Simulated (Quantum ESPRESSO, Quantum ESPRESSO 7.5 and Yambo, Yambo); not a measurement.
**SiC (P6_3mc): G0W0 on several meshes in Yambo**

Aim: the GW shift of SiC (P6_3mc) against the k mesh.

Method: PBE and many-body steps on it, plane waves, in Quantum ESPRESSO 7.5 and Yambo 5.3.0.

**1. Set-up**

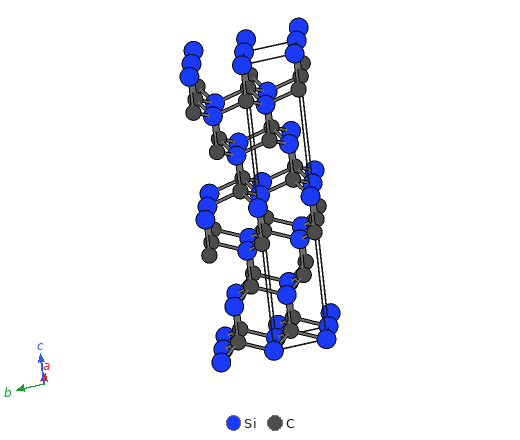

Start, viewed from a free direction; silicon blue, carbon dark grey. 2×2×1 cells are drawn. Bonds to atoms that aren't drawn are left out. Some periodic images of atoms are drawn too.

The cell and positions are those that the Materials Project relaxed with its own functionals (PBE, PBE+U or r2SCAN), kept fixed.

**2. Empty states on the mesh, 6×6×1 mesh, 540 bands**

This step: Quantum ESPRESSO 7.5; DFT, PBE, plane waves, norm-conserving pseudopotentials.

The sums over transitions need many empty states on a uniform mesh; this step solves for them.

The input, pw.in:

```
&control
  calculation = 'nscf'
  prefix = 'x'
  outdir = 'o'
  pseudo_dir = 'pseudo'
/
&system
  ibrav = 0
  nat = 12
  ntyp = 2
  ecutwfc = 74.0
  nbnd = 540
  force_symmorphic = .true.
/
&electrons
  conv_thr = 1e-9
  electron_maxstep = 80
  diago_full_acc = .true.
  diago_thr_init = 5e-6
/
ATOMIC_SPECIES
  Si 28.085 Si.upf
  C 12.011 C.upf
CELL_PARAMETERS angstrom
  3.0766210102 -0.0000000000 0.0000000000
  -1.5383105051 2.6644319527 0.0000000000
  0.0000000000 0.0000000000 15.0980843200
ATOMIC_POSITIONS crystal
  Si 0.3333333333 0.6666666667 0.8329861500
  Si 0.6666666667 0.3333333333 0.3329861500
  Si 0.6666666667 0.3333333333 0.6665006000
  Si 0.3333333333 0.6666666667 0.1665006000
  Si 0.0000000000 0.0000000000 0.4997294200
  Si 0.0000000000 0.0000000000 0.9997294200
  C 0.0000000000 0.0000000000 0.8743664100
  C 0.0000000000 0.0000000000 0.3743664100
  C 0.3333333333 0.6666666667 0.7079967800
  C 0.6666666667 0.3333333333 0.2079967800
  C 0.6666666667 0.3333333333 0.5415216400
  C 0.3333333333 0.6666666667 0.0415216400
K_POINTS automatic
  6 6 1 0 0 0
```

Launch:

```bash
> OMP_NUM_THREADS=1 mpirun -n 4 pw.x -nk 4 -in pw.in > pw.out
```

Log:

```text
Program PWSCF v.7.5 starts

     This program is part of the open-source Quantum ESPRESSO suite
     for quantum simulation of materials; please cite
         "P. Giannozzi et al., J. Phys.:Condens. Matter 21 395502 (2009);
         "P. Giannozzi et al., J. Phys.:Condens. Matter 29 465901 (2017);
         "P. Giannozzi et al., J. Chem. Phys. 152 154105 (2020);
     in publications or presentations arising from this work. More details at

     Atomic positions and unit cell read from directory:
     o/x.save/

     Message from routine setup:
[...]
32.3197  32.3797  33.0699  33.2579  33.4779  33.7163  33.7714  34.1070
     [... 56 further rows ...]
   144.0309 144.2933 144.4252 144.7993 145.0146 145.0799 145.2774 145.3429
   145.7397 145.7744 146.0091 146.0971

          k = 0.0000-0.5774 0.0000 (  9006 PWs)   bands (ev):

     [... further k-points ...]

     highest occupied, lowest unoccupied level (ev):     9.5842   11.6109

     XML data file, pseudopotentials, collected wavefunctions

=------------------------------------------------------------------------------=
   JOB DONE.
=------------------------------------------------------------------------------=
```

It took 3.2 min on 4 MPI ranks of Arm Neoverse V1, shared host; peak memory 2 GiB.

This step gave:

```yaml
gap: 2.027 eV
k_of_the_valence_top: 0, 0, 0
k_of_the_conduction_bottom: 0, -0.5, 0
least_direct_gap: 3.130 eV
k_points_computed: 7
lowest_point_of_the_top_converged_band_above_the_valence_top: 133.5747 eV
```

On this mesh the gap is 2.027 eV.

The density comes from a self-consistent run that is not shown.

**3. Conversion and set-up**

This step: Yambo 5.3.0; conversion and set-up on PBE, plane waves, norm-conserving pseudopotentials.

The states are converted to the many-body program's format and the q mesh is built.

Launch:

```bash
> (cd o/x.save; p2y > p2y.log; mv SAVE ../..); yambo > setup.log
```

Log:

```text
 Yambo, version 5.3.0

 [02] CORE Variables Setup
 =========================

  [02.01] Unit cells
  ==================

  Cell kind             :  HCP
  Atoms in the cell     :  Si  C
  number of Si atoms    :   6
  number of C  atoms    :   6

  List of atomic masses
  Mass of Si    :  28.08500
  Mass of C     :  12.01100

  List of atomic coordinates    : [cc]
  Si1       : -0.29070E-09   3.3567       23.766      order 1
  Si2       :  2.906986  1.678349  9.500509  order 2
  Si3       :   2.90699   1.67835  19.01609  order 3
[...]
BZ  Q-points                                      :   36

 K/Q-points units:
 rlu = crystal or reduced units; cc = cartesian coordinates; iku = interal k-units

 Q [1]          [rlu]:  0.000000  0.000000  0.000000
 Q [2]          [rlu]: -0.48527E-17  0.16667       0.0000
 Q [3]          [rlu]: -0.97055E-17  0.33333       0.0000
 Q [4]          [rlu]:  0.14558E-16 -0.50000       0.0000
 Q [5]          [rlu]:  0.166667  0.166667  0.000000
 Q [6]          [rlu]:  0.166667  0.333333  0.000000
 Q [7]          [rlu]:  0.333333  0.333333  0.000000

  [03.01] X indexes
  =================

   [03.01.01] Sigma indexes
   ========================

 [06] Game Over & Game summary
```

Wall time 2.8 s (1 MPI rank); peak memory 0.24 GiB.

**4. 6×6×1**

G0W0 replaces the xc potential by the self-energy, built once from these orbitals. Only a window of levels is corrected, while the sums run over the empty bands that the input names.

This step: G0W0 on PBE, plane waves, norm-conserving pseudopotentials.

The input, gw2.in:

```
HF_and_locXC
gw0
dyson
ppa
em1d
rim_cut
RandQpts= 1000000
RandGvec= 1 RL
EXXRLvcs= 74 Ry
VXCRLvcs= 296 Ry
Chimod= "HARTREE"
% BndsRnXp
 1 | 234 |
%
NGsBlkXp= 10 Ry
% LongDrXp
 1 | 1 | 1 |
%
% GbndRnge
 1 | 234 |
%
DysSolver= "n"
ExtendOut
PPAPntXp= 27.21138 eV
% QPkrange
 1 | 1 | 23 | 26 |
 4 | 4 | 23 | 26 |
%
```

Launch:

```bash
> OMP_NUM_THREADS=1 mpirun -n 4 yambo -F gw2.in -J gw2 -C gw2 > gw2.log
```

Log:

```text
 Yambo, version 5.3.0

 [02] CORE Variables Setup
 =========================

  [... cell, symmetries and grids as in the set-up ...]

  [02.05] Energies & Occupations
  ==============================

  [X] === General ===
  [X] Electronic Temperature                        :  0.000000  0.000000 [eV K]
  [X] Bosonic    Temperature                        :  0.000000  0.000000 [eV K]
  [X] Finite Temperature mode                       : no
  [X] El. density                                   :  0.38783E+24 [cm-3]
  [X] Fermi Level                                   :  9.584179 [eV]

  [X] === Gaps and Widths ===
  [X] Conduction Band Min                           :  2.026692 [eV]
  [X] Valence Band Max                              :  0.000000 [eV]
  [X] Filled Bands                                  :  24
  [X] Empty Bands                                   :    25   540
  [X] Direct Gap                                    :  3.130175 [eV]
  [X] Direct Gap localized at k                     :   4
  [X] Indirect Gap                                  :  2.026692 [eV]
  [X] Indirect Gap between kpts                     :   1   4
  [X] Last valence band width                       :  2.077149 [eV]
  [X] 1st conduction band width                     :  3.176042 [eV]

 [03] Transferred momenta grid and indexing
 ==========================================

 IBZ Q-points                                      :   7
 BZ  Q-points                                      :   36

 K/Q-points units:
 rlu = crystal or reduced units; cc = cartesian coordinates; iku = interal k-units

 Q [1]          [rlu]:  0.000000  0.000000  0.000000
 Q [2]          [rlu]: -0.48527E-17  0.16667       0.0000
 Q [3]          [rlu]: -0.97055E-17  0.33333       0.0000
 Q [4]          [rlu]:  0.14558E-16 -0.50000       0.0000
 Q [5]          [rlu]:  0.166667  0.166667  0.000000
 Q [6]          [rlu]:  0.166667  0.333333  0.000000
 Q [7]          [rlu]:  0.333333  0.333333  0.000000

 [04] Coloumb potential Random Integration (RIM)
 ===============================================

  [04.01] RIM initialization
  ==========================

  * Diagonal components only detected *

  8 x (sBL volume)        :  0.065998 [a.u.]
  sBZ random points       :  1000000
  Points outside the sBZ  :   7993074
  RL volume               :  0.296990 [a.u.]
  Integrated volume       :  0.297248 [a.u.]

  [04.02] RIM integrals
  =====================

  Gamma point sphere radius             :  0.073304 [a.u.]
  Points outside the sphere             :   799493
  [Int_sBZ(q=0) 1/q^2]*(Vol_sBZ)^(-1/3) =:  7.699798
                                 should be <:  7.795600

  Summary of Coulomb integrals for non-metallic bands |Q|[au] RIM/Bare

  Q [1] 0.100000E-4 0.987711 * Q [2] 0.207982 1.035310
  Q [5] 0.360235 1.014559 * Q [3] 0.415963 1.011306
  Q [6] 0.550268 1.006880 * Q [4] 0.623945 1.006041
  Q [7] 0.720470 1.004345

 [05] Dipoles
 ============

  [05.01] Setup: observables and procedures
  =========================================

  [WARNING] [x,Vnl] slows the Dipoles computation. To neglect it rename the ns.kb_pp file

 [06] Dynamic Dielectric Matrix (PPA)
 ====================================

 [WR./gw2//ndb.pp]---------------------------------------------------------------
  Brillouin Zone Q/K grids (IBZ/BZ)                :    7   36    7   36
  RL vectors                                       :  11311 [WF]
  Coulomb cutoff potential                         : none
  Electronic Temperature                           :  0.000000 [K]
  Bosonic    Temperature                           :  0.000000 [K]
  PPA    diel. fun.  energies                      : Perdew, Burke & Ernzerhof(X)+Perdew, Burke & Ernzerhof(C)
  wavefunctions                                    : Perdew, Burke & Ernzerhof(X)+Perdew, Burke & Ernzerhof(C)
  Global Gauge                                     : length
  X matrix size                                    :   431
  X band range                                     :    1  234
  X e/h energy range                               : -1.000000 -1.000000 [eV]
  X Time ordering                                  : R
  X Hxc Kernel                                     : HARTREE
  X Drude frequency                                :  0.000000  0.000000
  X poles                                          :  100.0000 [o/o]
  RL vectors in the sum                            :  11311
  [r,Vnl] included                                 : yes
  Field direction                                  :  0.577350E-5  0.577350E-5  0.577350E-5
  BZ energy Double Grid                            : no
  BZ energy DbGd points                            : 0
  BZ Q point size factor                           : -1.000000
  X Optical Averaged directions                    : none

 [07] Local Exchange-Correlation + Non-Local Fock
 ================================================

 [VXC] Plane waves :   71833
 [EXS] Plane waves :   8953

 QP @ state[ 1 ] K range:  1  1
 QP @ state[ 1 ] b range:  23  26
 QP @ state[ 2 ] K range:   4   4
 QP @ state[ 2 ] b range:  23  26

 [xc] Functional : Perdew, Burke & Ernzerhof(X)+Perdew, Burke & Ernzerhof(C)
 [xc] LIBXC used to calculate xc functional
  PP Number of Atomic Species                      :  2
  NLCC RL compoments                               :   71833
  PP Number of Atomic Species                      :  2
  NLCC RL compoments                               :   71833

 [xc] E_xc :  -18.29600 [Ha]
      E_xc :  -36.59200 [Ry]

  Local XC kind (lXC) : Perdew, Burke & Ernzerhof(X)+Perdew, Burke & Ernzerhof(C)
  Non-Local XC kind (nlXC) : Hartree-Fock

  Corrections @ K [1] :  [eV]
 <23|nlXC|23> = -17.34182 -0.10097E-16 <23|lXC|23> = -14.96888 -0.47204E-16
 <24|nlXC|24> = -17.34181 -0.10519E-16 <24|lXC|24> = -14.96888  0.000000
 <25|nlXC|25> = -6.945472 -0.43674E-19 <25|lXC|25> = -12.15702 -0.18882E-15
 <26|nlXC|26> = -6.854570  0.11408E-17 <26|lXC|26> = -12.10217 -0.23602E-16

  Corrections @ K [4] :  [eV]
 <23|nlXC|23> = -16.73341 -0.53488E-17 <23|lXC|23> = -13.92450  0.11801E-16
 <24|nlXC|24> = -17.35488  0.55639E-18 <24|lXC|24> = -14.51596 -0.44254E-16
 <25|nlXC|25> = -6.778437 -0.42343E-17 <25|lXC|25> = -10.94428  0.11801E-16
 <26|nlXC|26> = -6.514522  0.55408E-18 <26|lXC|26> = -10.78955  0.32453E-16

 [08] Dyson equation: Newton solver
 ==================================

  [08.01] G0W0 (W PPA)
  ====================

  [  GW  ] Bands range     :    1  234
  [GW/PPA] G damping       :  0.100000 [eV]

  QP @ state[ 1 ] K range:  1  1
  QP @ state[ 1 ] b range:  23  26
  QP @ state[ 2 ] K range:   4   4
  QP @ state[ 2 ] b range:  23  26

   Sc/G bands                                       :    1  234
   Sc/G damping                                     :  0.100000 ev
   Sc bands terminator                              : no
   Sx RL components                                 :   8953

   QP @ state[ 1 ] K range                          :  1  1
   QP @ state[ 1 ] b range                          :  23  26
   QP @ state[ 2 ] K range                          :   4   4
   QP @ state[ 2 ] b range                          :  23  26
   GF energies kind                                 : Perdew, Burke & Ernzerhof(X)+Perdew, Burke & Ernzerhof(C)
   GF WF`s kind                                     : Perdew, Burke & Ernzerhof(X)+Perdew, Burke & Ernzerhof(C)
   Xs energies kind                                 : Perdew, Burke & Ernzerhof(X)+Perdew, Burke & Ernzerhof(C)
   Xs WF`s kind                                     : Perdew, Burke & Ernzerhof(X)+Perdew, Burke & Ernzerhof(C)

 [11] Game Over & Game summary
```

Wall time 8.8 min (4 MPI ranks); peak memory 2.6 GiB; 35 min of CPU time.

Numbers from this step:

```yaml
g0w0_gap_on_the_points_computed: 2.633 eV
starting_gap_on_the_mesh: 2.027 eV
k_of_the_valence_top: 0, 0, 0
k_of_the_conduction_bottom: 0, -0.5, 0
least_direct_g0w0_gap_on_the_computed_points: 3.896 eV
z_at_the_valence_top: 0.8008
z_at_the_conduction_bottom: 0.8234
```

The gap on the mesh goes from 2.03 eV to 2.63 eV, a correction of +0.61 eV.

**5. Empty states on the mesh, 3×3×1 mesh, 234 bands**

This step: Quantum ESPRESSO 7.5; DFT, PBE, plane waves, norm-conserving pseudopotentials.

pw.in: that of step 2 with these lines changed.

```diff
@@ -11,3 +11,3 @@
   ecutwfc = 74.0
-  nbnd = 540
+  nbnd = 234
   force_symmorphic = .true.
@@ -41,2 +41,2 @@
 K_POINTS automatic
-  6 6 1 0 0 0
+  3 3 1 0 0 0
```

Launch:

```bash
> OMP_NUM_THREADS=1 mpirun -n 4 pw.x -nk 4 -in pw.in > pw.out
```

Log:

```text
[banner, memory and clock lines left out]
Program PWSCF v.7.5 starts

     Atomic positions and unit cell read from directory:
     o/x.save/

     Message from routine setup:
     using ibrav=0 with symmetry is DISCOURAGED, use correct ibrav instead

     Message from routine divide_et_impera:
     suboptimal parallelization: some nodes have no k-points

     G-vector sticks info

     bravais-lattice index     =            0
     lattice parameter (alat)  =       5.8140  a.u.
     unit-cell volume          =     835.2127 (a.u.)^3
     number of atoms/cell      =           12
[...]
[... 18 further rows ...]
[...]
78.8326  79.2549

          k = 0.0000 0.3849 0.0000 (  8976 PWs)   bands (ev):

[...]
[... 18 further rows ...]
[...]
78.2064  78.4843

          k = 0.3333 0.5774 0.0000 (  9054 PWs)   bands (ev):

[...]
34.2368  34.2368  34.2563  34.7660  35.1524  35.1524  35.4834  35.4834
     [... 18 further rows ...]
    78.0458  78.0458  78.4276  78.7177  79.3905  79.5797  79.8018  79.8018
    80.8508  80.8508

     highest occupied, lowest unoccupied level (ev):     9.5842   12.4123

     XML data file, pseudopotentials, collected wavefunctions
```

Run time: 30 s. Hardware: 4 MPI ranks; peak memory 0.81 GiB.

Numbers from this step:

```yaml
gap: 2.828 eV
k_of_the_valence_top: 0, 0, 0
k_of_the_conduction_bottom: 0, 0.3333, 0
least_direct_gap: 3.654 eV
k_points_computed: 3
lowest_point_of_the_top_converged_band_above_the_valence_top: 68.9001 eV
```

On this mesh the gap is 2.828 eV.

(Continued in part 2 of 2.)

[Paths, hosts, dates, memory and timing lines, banners, echoed tables and standing remarks are left out of the program output.]

[Logs are printed without paths, hosts, clocks, repeated set-up lines and the standing remarks that a program may print on its own settings, such as how far it seeks lower states.]

[Runs of the session that timed out or met a known fault of the program may be left out.]

[Hosts, paths, dates, database ids (printed as entryN), source tags and the programs' standing remarks are cut or masked in the printed files.]
